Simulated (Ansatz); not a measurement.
**C2F3 (trifluorovinyl radical) at UBHLYP/aug-cc-pVDZ**

What is the vertical electron affinity of C2F3 (trifluorovinyl radical) at UBHLYP/aug-cc-pVDZ? 

The calculation is run with Ansatz 0.2.0.

45 further runs of the same task are left out: 3 that didn't finish, 42 set aside as unsound or not needed.

**1. Starting point**

The species is C2F3 (5 atoms), meant as a doublet with charge 0. As SMILES, `F[C]=C(F)F`. The coordinates come from a PBE0-D4/def2-TZVP relaxation.

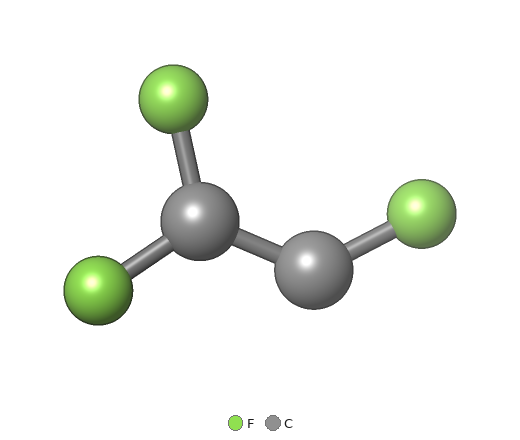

Viewed from a chosen angle; fluorine green, carbon grey.

**2. The energy at UBHLYP/aug-cc-pVDZ**

File run.yaml:

```yaml
crystal:
  periodic: [false, false, false]
  atoms:
    - {symbol: F, position_ang: [0.577720, -1.033470, 1.511080]}
    - {symbol: C, position_ang: [0.506940, 0.038840, 0.785720]}
    - {symbol: C, position_ang: [-0.126500, 0.247860, -0.343200]}
    - {symbol: F, position_ang: [-0.848620, -0.650470, -0.980670]}
    - {symbol: F, position_ang: [-0.109540, 1.397240, -0.972920]}
basis:
  gaussian: {orbitals: aug-cc-pVDZ}
magnetization: {spin_polarized: true, initial_magnetization: 1}
hamiltonian: {xc: {name: BHLYP}}
accuracy: high
output: {orbitals: {seedname: orbitals}}
```

Launch:

```bash
$ ansatz run run.yaml --threads 1 --pin off --max-ram 3480MiB --events-out events.jsonl --progress --plain --runs-dir runs
```

What it wrote:

```text
Warning: RAYON_NUM_THREADS=1 ignored (pool sized by the plan → 1); use --threads N
Functional definition: BHLYP
  name "BHLYP"
  parameter a = 0.5
  exchange = (1 - a)*b88_x + a*exact_x
  correlation = lyp_c
2299 factors; integrals over basis functions are off by at most 2.3e-9 eV
mean field evaluation 1: about -10215.7998 eV, gradient 1.9e1 eV
mean field evaluation 2: about -10216.4792 eV, gradient 1.5e1 eV
mean field evaluation 4: about -10217.1391 eV, gradient 8.4e-1 eV
mean field evaluation 8: about -10217.5104 eV, gradient 3.3e-1 eV
mean field evaluation 16: about -10217.5147 eV, gradient 4.5e-3 eV
mean field evaluation 32: about -10217.5147 eV, gradient 4.6e-7 eV
mean field -10217.51465329 eV, -375.4867378282 hartree, gradient 7.8e-8 eV, S^2 0.771769; 2 other end points of the search recorded, 0 dependent functions left out
reference -10217.51467979 eV, -375.4867388021 hartree; 20, 19 occupied and 95, 96 virtual orbitals, 2299 factors
Total energy: -10217.51467979 eV, -375.4867388021 hartree
```

Run time: 37 s. Hardware: 1 thread of Arm Neoverse N1, shared host; peak memory 0.51 GiB.

**3. The singlet anion**

File in.yaml:

```yaml
crystal:
  periodic: [false, false, false]
  atoms:
    - symbol: F
      position_ang: [0.577720, -1.033470, 1.511080]
    - symbol: C
      position_ang: [0.506940, 0.038840, 0.785720]
    - symbol: C
      position_ang: [-0.126500, 0.247860, -0.343200]
    - symbol: F
      position_ang: [-0.848620, -0.650470, -0.980670]
    - symbol: F
      position_ang: [-0.109540, 1.397240, -0.972920]
basis:
  gaussian:
    orbitals: aug-cc-pVDZ
total_charge: -1
hamiltonian:
  xc: {name: BHLYP}
accuracy: high
output:
  orbitals: {seedname: orbitals}
```

Launch:

```bash
$ ansatz run in.yaml --threads 1 --pin off --max-ram 3480MiB --events-out events.jsonl --progress --plain --runs-dir runs
```

What it wrote:

```text
Warning: RAYON_NUM_THREADS=1 ignored (pool sized by the plan → 1); use --threads N
[... 5 set-up lines as earlier in the session ...]
2298 factors; integrals over basis functions are off by at most 2.3e-9 eV
mean field evaluation 1: about -10215.4687 eV, gradient 3.5e1 eV
mean field evaluation 2: about -10214.5314 eV, gradient 4.2e1 eV
mean field evaluation 4: about -10218.5249 eV, gradient 2.0e0 eV
mean field evaluation 8: about -10218.8867 eV, gradient 6.6e-1 eV
mean field evaluation 16: about -10218.8878 eV, gradient 4.8e-4 eV
mean field -10218.88775334 eV, -375.5371983245 hartree, gradient 6.9e-8 eV, S^2 0.000000; 0 other end points of the search recorded, 0 dependent functions left out
reference -10218.88777654 eV, -375.5371991768 hartree; 20, 20 occupied and 95, 95 virtual orbitals, 2298 factors
Total energy: -10218.88777654 eV, -375.5371991768 hartree
```

It took 19 s on 1 thread of Arm Neoverse N1, shared host; peak memory 0.39 GiB.

**4. Summary of results**

At UBHLYP/aug-cc-pVDZ:

| quantity | value |
| --- | --- |
| doublet C2F3: total energy | -375.48674 Eh |
| doublet C2F3: HOMO energy (highest over α and β) | -9.01 eV |
| doublet C2F3: LUMO energy (lowest over α and β) | -2.47 eV |
| doublet C2F3: ⟨S²⟩ | 0.772 |
| singlet anion: total energy | -375.53720 Eh |
| singlet anion: HOMO energy | -0.50 eV |
| singlet anion: LUMO energy | 4.61 eV |
| singlet anion: HOMO–LUMO gap (to an unbound level, set by the basis) | 5.11 eV |
| vertical electron affinity (to the singlet anion) | 1.373 eV |

In words: At fixed nuclei the extra electron is bound by 1.37 eV (32 kcal/mol).
